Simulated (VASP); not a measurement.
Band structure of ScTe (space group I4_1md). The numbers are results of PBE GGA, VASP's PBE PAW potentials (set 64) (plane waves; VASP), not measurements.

Unless said otherwise, spin-orbit coupling is left out, though it shifts the bands of the heavy elements here.

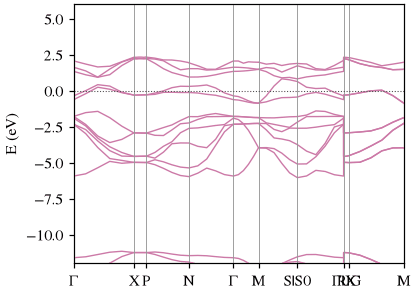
Fig. 1. Bands along high-symmetry lines, zero at the valence-band maximum or, without a gap, the Fermi level

### Question
Read the plot: is there a gap, and where are the band edges?

### Answer
It has no gap at this level: it comes out as a metal or semimetal.

The structure was generated: ScTe was put into an ordered model structure, which need not be its known phase. The cell was not relaxed at this level. The k-mesh is coarse (spacing up to 0.46 per Å, 2π included), so the numbers may not be converged in it.
